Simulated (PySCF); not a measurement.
**C₃H₈AsBO: electronic excitations**

Wanted: the electronic excitations of C₃H₈AsBO (`CO/C=C\B[AsH2]`), by calculation.

Computed with PySCF 2.14.0, with density-fitted response routines of our own, on a single molecule in the gas phase. Atoms are numbered from 0 throughout.

**1. The molecule as given**

14 atoms, charge 0, multiplicity 1; geometry from: GFN2-xTB.

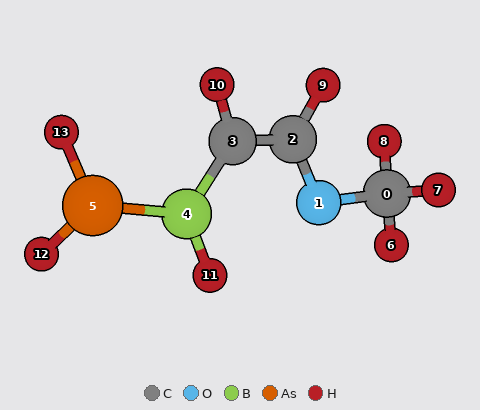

The starting geometry (carbon grey, oxygen blue, boron green, arsenic orange, hydrogen red), atoms numbered.

**2. Ultraviolet spectrum: CAM-B3LYP/def2-SVPD**

What the job is given:

```
{"job": {"kind": "uv", "xc": "CAM-B3LYP", "basis": "def2-SVPD", "nstates": 8, "ntriplets": 3}, "charge": 0, "multiplicity": 1}
C     -2.772258     0.060809    -0.257613
O     -1.368597    -0.018321    -0.335842
C     -0.669094     0.807156     0.460619
C      0.670026     0.924205     0.406572
B      1.589228     0.190781    -0.573423
As     3.578324     0.356998    -0.427486
H     -3.162640    -0.814832    -0.773447
H     -3.141138     0.965613    -0.753109
H     -3.119210     0.056794     0.780929
H     -1.262787     1.364510     1.186561
H      1.088179     1.596968     1.149701
H      1.111317    -0.402155    -1.467509
H      3.832461    -1.121800    -0.494059
H      3.625512     0.312824     1.075937
```

With the program's defaults for keys left out, this is: TDDFT CAM-B3LYP/def2-SVPD, vertical, gas phase, core orbitals frozen in the response.

Started as:

```
$ OMP_NUM_THREADS=1 python probes_run.py task.json out
```

This one command runs all jobs of the session in turn.

Predict these results of the whole session: lowest singlet (CAM-B3LYP/def2-SVPD); brightest single state of those computed; lowest triplet; surface potential, least and greatest.

The runs gave:

| quantity | value |
| --- | --- |
| lowest singlet (CAM-B3LYP/def2-SVPD) | 4.31 eV (288 nm), f = 0.210 |
| brightest single state of those computed | state 2, 5.07 eV, f = 0.291 |
| lowest triplet | 3.11 eV |
| surface potential, least and greatest | -1.01 V and 1.27 V |

The lowest singlet, at 4.31 eV, is HOMO→LUMO 0.86 and is bright; of the 8 states computed, the strongest absorption comes from state 2 at 5.07 eV. The lowest triplet lies 1.20 eV below the lowest singlet (triplets in Tamm-Dancoff, singlets in full TDDFT). At CAM-B3LYP/def2-SVPD, counted by nearest atom on the grid, the HOMO lies on As5 41 %; C3 15 %, the LUMO on B4 37 %; C2 21 %.
